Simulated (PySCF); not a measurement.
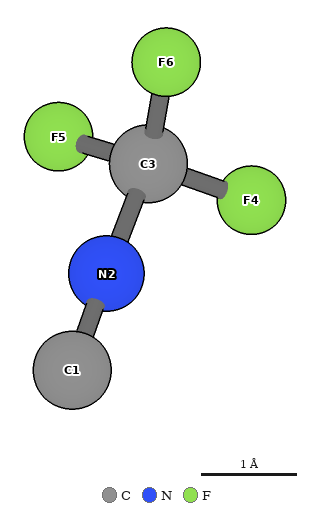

Starting structure of C₂NF₃. A ball-and-stick model, seen from a free direction.

The start comes from MMFF94s. Its atoms were then displaced at random by about 0.03 Å.

Level of theory: PBE0-D3(BJ)/def2-SVP geometry optimisation, gas phase (PySCF).

```xyz
6

C     2.2404   -0.0573    0.0438
N     0.9880   -0.0046    0.0080
C    -0.4850   -0.0107   -0.0321
F    -0.8003   -0.9990   -0.7967
F    -0.9448   -0.1990    1.2056
F    -0.9352    1.1746   -0.4979
```

**Where does the relaxation end?**

After 13 geometry steps the energy has fallen by 0.458 eV. The atom that moves furthest after the best rigid fit is C1 (0.099 Å). Largest moves by element: C 0.099 Å, F 0.075 Å, N 0.015 Å. Among the contacts that change: C1–N2 1.254 → 1.177 Å, N2–C3 1.474 → 1.403 Å, C3–F4 1.289 → 1.320 Å, C3–F6 1.351 → 1.321 Å. Among the angles between lasting bonds that change: N2–C3–F4 105.3° → 110.0°, F4–C3–F6 112.8° → 108.9°, F4–C3–F5 111.0° → 108.9°.

The structure at the end:

```xyz
6

C     2.1517   -0.0150    0.0530
N     0.9753   -0.0090    0.0145
C    -0.4276   -0.0162   -0.0248
F    -0.8524   -0.9916   -0.8068
F    -0.9121   -0.1994    1.1904
F    -0.8719    1.1352   -0.4955
```

After the run, drawn alike:

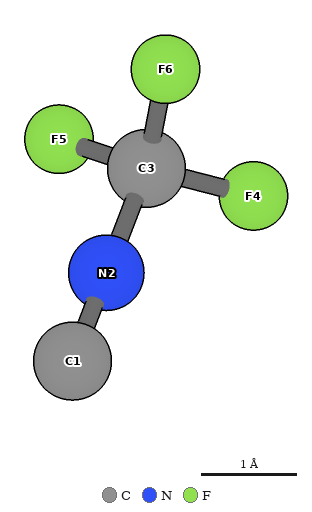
